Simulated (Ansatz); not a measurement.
# GeH4S (triplet): one geometry, many settings at distance Ge1–H5 along a hydrogen transfer = 1.733 Å

Aim: run GeH4S (triplet) at one geometry under a spread of methods and options, and see what each costs and gives.

Program: Ansatz 0.2.0, Gaussian basis. Level of theory: the settings change from run to run. These are calculated values, not measurements.

8 further runs of the same task are left out: 7 that didn't finish, 1 set aside as unsound or not needed.

## 1. The geometry

The geometry derives from fragments relaxed apart (PBE0/def2-TZVP) and kept rigid, so it is no stationary point. A hydrogen atom is moved between rigid fragments. No spin-orbit coupling is included. The filled d shell of Ge may be among the frozen orbitals whatever the setting's name suggests; the logs give the count.

6 atoms, charge 0, spin multiplicity 3.

Atoms are counted from 1 here; the program's logs count them from 0.

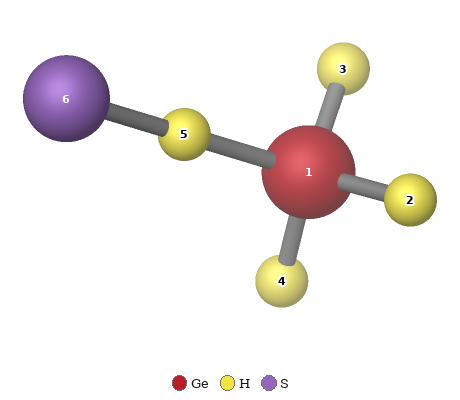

The geometry (germanium red, hydrogen yellow, sulfur purple); atoms are numbered from 1 in the order of the file.

## 2. HF/cc-pVDZ

in.yaml reads:

```yaml
crystal:
  periodic: [false, false, false]
  atoms:
    - {symbol: Ge, position_ang: [-0.997673, 0.000000, 0.000000]}
    - {symbol: H, position_ang: [-1.509123, 1.446599, 0.000000]}
    - {symbol: H, position_ang: [-1.509123, -0.723300, 1.252792]}
    - {symbol: H, position_ang: [-1.509123, -0.723299, -1.252792]}
    - {symbol: H, position_ang: [0.735327, 0.000000, 0.000000]}
    - {symbol: S, position_ang: [2.379327, 0.000000, 0.000000]}
basis:
  gaussian: {orbitals: cc-pVDZ, point_charges: [{charge: 1.00, position_ang: [6.648, 0.733, 0.173]}]}
magnetization: {spin_polarized: true, initial_magnetization: 2}
hamiltonian: {xc: hf}
scf: {lower_state_search: off}
output: {orbitals: {seedname: orbitals}}
```

On the command line:

```bash
> ansatz run in.yaml --threads 1 --pin off --events-out ev --progress --plain --max-ram 2393MiB
```

What it wrote:

```text
Functional definition: HF
  name "HF"
  cite "Fock, Z. Phys. 61, 126 (1930) doi:10.1007/BF01340294"
  parent pbe
  exchange = exact_x
  correlation = 0
these checks for a lower state are left out or cut short: stability, starts, cluster_reference, orbital_swaps, neighbouring_geometries, increment
693 factors; integrals over basis functions are off by at most 9.9e-4 eV
mean field evaluation 1: about -67350.1773 eV, gradient 9.6e0 eV
mean field evaluation 2: about -67350.1808 eV, gradient 9.6e0 eV
mean field evaluation 4: about -67351.2516 eV, gradient 1.4e0 eV
mean field evaluation 8: about -67351.2935 eV, gradient 2.7e-2 eV
mean field evaluation 16: about -67351.2949 eV, gradient 1.9e-3 eV
mean field -67351.29498208 eV, -2475.1144382439 hartree, gradient 1.7e-6 eV, S^2 2.032095; 0 other end points of the search recorded, 0 dependent functions left out
reference -67351.29498208 eV, -2475.1144382439 hartree; 27, 25 occupied and 38, 40 virtual orbitals, 693 factors
Total energy: -67351.29498208 eV, -2475.1144382439 hartree
Checks for a lower state left out: stability, starts, cluster_reference, orbital_swaps, neighbouring_geometries, increment
```

Run time: 1.3 s. Hardware: 1 thread of Intel Xeon 6975P-C, shared host.

From the report: ⟨S²⟩ of the determinant 2.032 (pure triplet: 2.00).

## 3. CCSD(T)/cc-pVDZ

Changes to in.yaml since step 2:

```diff
@@ -10,6 +10,5 @@
 basis:
-  gaussian: {orbitals: cc-pVDZ, point_charges: [{charge: 1.00, position_ang: [6.648, 0.733, 0.173]}]}
-magnetization: {spin_polarized: true, initial_magnetization: 2}
-hamiltonian: {xc: hf}
-scf: {lower_state_search: off}
-output: {orbitals: {seedname: orbitals}}
+  gaussian: {orbitals: cc-pVDZ}
+magnetization: {spin_polarized: false, initial_magnetization: 2}
+hamiltonian: {xc: {name: B3LYP}}
+correlation: {method: ccsd_t, electrons: outside_noble_gas}
```

The command is unchanged.

What it wrote, cut to the lines that bear on the results:

```text
Functional definition: B3LYP
  name "B3LYP"
  cite "Stephens, Devlin, Chabalowski & Frisch, J. Phys. Chem. 98, 11623 (1994) doi:10.1021/j100096a001"
  cite "Becke, Phys. Rev. A 38, 3098 (1988) doi:10.1103/PhysRevA.38.3098"
  cite "Lee, Yang & Parr, Phys. Rev. B 37, 785 (1988) doi:10.1103/PhysRevB.37.785"
  cite "Vosko, Wilk & Nusair, Can. J. Phys. 58, 1200 (1980) doi:10.1139/p80-159"
[...]
693 factors; integrals over basis functions are off by at most 9.9e-4 eV
[...]
mean field -67416.85568220 eV, -2477.5237495347 hartree, gradient 2.0e-10 eV, S^2 2.000000; 8 other end points of the search recorded, 0 dependent functions left out
[...]
19 core orbitals not correlated: weight in the atoms' cores, before any rotation towards them, 0.999 or more for the frozen orbitals, at most 0.000 for the correlated occupied ones
reference -67350.29320677 eV, -2475.0776236803 hartree; 8, 6 occupied and 38, 40 virtual orbitals, 693 factors
second order -6.14536840 eV of doubles, -0.36853553 eV of singles
cycle   1  -7.30375470 eV  change   -7.9e-1 eV  update   6.2e-2
[...]
cycle  10  -7.58608012 eV  change    1.5e-6 eV  update   6.0e-6
perturbative correction -0.16456013 eV, -0.0060474732 hartree
Total energy: -67358.04384702 eV, -2475.3624544560 hartree
```

Wall time 29 s (1 thread of Intel Xeon 6975P-C, shared host).

From the report: correlation -7.7506 eV; T1 0.022; largest double amplitude 0.04. The orbitals are Kohn-Sham ones, so correlation energy and T1 don't compare with those on Hartree-Fock orbitals.

## 4. BCCD(T) on ROHF/cc-pVDZ

Changes to in.yaml since step 3:

```diff
@@ -12,3 +12,4 @@
 magnetization: {spin_polarized: false, initial_magnetization: 2}
-hamiltonian: {xc: {name: B3LYP}}
-correlation: {method: ccsd_t, electrons: outside_noble_gas}
+correlation: {method: bccd_t, electrons: outside_noble_gas, diis_vectors: 4}
+accuracy: high
+output: {forces: true}
```

Launched as before.

What it wrote, cut to the lines that bear on the results:

```text
Functional definition: HF
  name "HF"
  cite "Fock, Z. Phys. 61, 126 (1930) doi:10.1007/BF01340294"
  parent pbe
[...]
1423 factors; integrals over basis functions are off by at most 4.6e-9 eV
[...]
mean field -67350.82861744 eV, -2475.0972996595 hartree, gradient 8.7e-8 eV, S^2 2.000000; 9 other end points of the search recorded, 0 dependent functions left out
[...]
determinant -67350.82861744 eV, -2475.0972996595 hartree, with singles and doubles -67358.10967443 eV, -2475.3648735689 hartree
determinant -67349.58604975 eV, -2475.0516361394 hartree, with singles and doubles -67356.73823869 eV, -2475.3144742350 hartree
19 core orbitals not correlated: weight in the atoms' cores, before any rotation towards them, 0.999 or more for the frozen orbitals, at most 0.000 for the correlated occupied ones
reference -67350.82861744 eV, -2475.0972996595 hartree; 8, 6 occupied and 38, 40 virtual orbitals, 1423 factors
second order -5.91500732 eV of doubles, -0.13162545 eV of singles
cycle   1  -7.28374371 eV  change   -2.7e-3 eV  update   4.8e-3
[...]
cycle  20  -7.28054043 eV  change   3.7e-10 eV  update   1.0e-9
perturbative correction -0.15200457 eV, -0.0055860651 hartree
[...]
Total energy: -67358.26116244 eV, -2475.3704406505 hartree
Atom 0 at    -0.997673     0.000000     0.000000 Å, force     0.083476    -0.027353     0.000000 eV/Å
Atom 1 at    -1.509123     1.446599     0.000000 Å, force     0.037778     0.204929     0.000000 eV/Å
Atom 2 at    -1.509123    -0.723300     1.252792 Å, force     0.028443    -0.092578     0.171824 eV/Å
Atom 3 at    -1.509123    -0.723299    -1.252792 Å, force     0.028443    -0.092578    -0.171824 eV/Å
Atom 4 at     0.735327     0.000000     0.000000 Å, force    -0.648512     0.001207    -0.000000 eV/Å
Atom 5 at     2.379327     0.000000     0.000000 Å, force     0.470372     0.006374    -0.000000 eV/Å
Dipole moment:    -0.256951     0.000463     0.000000 e Å
```

Run time: 27 s. Hardware: 1 thread of Intel Xeon 6975P-C, shared host; peak memory 0.58 GiB.

From the report: correlation -7.4325 eV; largest double amplitude 0.04.

## 5. BCCD on UHF/cc-pVDZ

Changes to in.yaml since step 4:

```diff
@@ -11,4 +11,4 @@
   gaussian: {orbitals: cc-pVDZ}
-magnetization: {spin_polarized: false, initial_magnetization: 2}
-correlation: {method: bccd_t, electrons: outside_noble_gas, diis_vectors: 4}
+magnetization: {spin_polarized: true, initial_magnetization: 2}
+correlation: {method: bccd, electrons: outside_noble_gas}
 accuracy: high
```

Same command.

What it wrote, cut to the lines that bear on the results:

```text
Functional definition: HF
  name "HF"
  cite "Fock, Z. Phys. 61, 126 (1930) doi:10.1007/BF01340294"
  parent pbe
[...]
1423 factors; integrals over basis functions are off by at most 4.6e-9 eV
[...]
mean field -67351.08245029 eV, -2475.1066278447 hartree, gradient 1.8e-10 eV, S^2 2.035847; 11 other end points of the search recorded, 0 dependent functions left out
determinant -67351.08245029 eV, -2475.1066278447 hartree, with singles and doubles -67358.11646750 eV, -2475.3651232093 hartree
determinant -67349.72279613 eV, -2475.0566614762 hartree, with singles and doubles -67356.74189009 eV, -2475.3146084215 hartree
19 core orbitals not correlated: weight in the atoms' cores, before any rotation towards them, 0.999 or more for the frozen orbitals, at most 0.000 for the correlated occupied ones
reference -67351.08245029 eV, -2475.1066278447 hartree; 8, 6 occupied and 38, 40 virtual orbitals, 1423 factors
second order -5.74795945 eV of doubles, -0.00000000 eV of singles
cycle   1  -7.02876852 eV  change    5.2e-3 eV  update   3.5e-3
[...]
cycle  22  -7.02809309 eV  change   1.5e-12 eV  update   1.6e-9
[...]
WARN: the results are in doubt because the forces break the atoms' symmetry
Total energy: -67358.11054338 eV, -2475.3649055020 hartree
Atom 0 at    -0.997673     0.000000     0.000000 Å, force     0.083518    -0.012867     0.022657 eV/Å
Atom 1 at    -1.509123     1.446599     0.000000 Å, force     0.045199     0.178548    -0.005369 eV/Å
Atom 2 at    -1.509123    -0.723300     1.252792 Å, force     0.036317    -0.084534     0.146326 eV/Å
Atom 3 at    -1.509123    -0.723299    -1.252792 Å, force     0.045276    -0.084701    -0.157352 eV/Å
Atom 4 at     0.735327     0.000000     0.000000 Å, force    -0.725253     0.000531    -0.000936 eV/Å
Atom 5 at     2.379327     0.000000     0.000000 Å, force     0.514944     0.003024    -0.005327 eV/Å
Dipole moment:    -0.262072     0.000229    -0.000403 e Å
In doubt: the forces break the atoms' symmetry
```

Wall time 43 s (1 thread of Intel Xeon 6975P-C, shared host); peak memory 0.53 GiB.

From the report: ⟨S²⟩ of the determinant 2.036 (pure triplet: 2.00); correlation -7.0281 eV; largest double amplitude 0.04. Mind the lines of doubt at the end of the log.

## 6. All runs side by side

Where basis and cores are those of an earlier UCCSDT(Q)/cc-pVDZ run (-67358.2995 eV), and the state is the same kind, the miss against it is given. † marks a result that the program doubts.

```tsv
level	correlated	functions	energy (eV)	from UCCSDT(Q) (meV)	time
HF/cc-pVDZ (beside a point charge)		65	-67351.2950		1.3 s
CCSD(T)/cc-pVDZ (on B3LYP orbitals)	outside noble gas	65	-67358.0438	255.7	29 s
BCCD(T) on ROHF/cc-pVDZ	outside noble gas	65	-67358.2612	38.4	27 s
BCCD on UHF/cc-pVDZ †	outside noble gas	65	-67358.1105	189.0	43 s
```

## 7. What came out

```
quantity                                      value
    runs                                          4
quickest  HF/cc-pVDZ (beside a point charge), 1.3 s
 slowest                BCCD on UHF/cc-pVDZ †, 43 s
```

**Reading.** Total energies in different bases, with other cores or another treatment of relativity can't be set against each other. BCCD on UHF/cc-pVDZ † took 33 times as long as HF/cc-pVDZ (beside a point charge); the jobs differ in more than the method. Among the correlated runs with a miss given, it spans +38 to +256 meV. Cores frozen from Kohn-Sham orbitals shift the total energy.
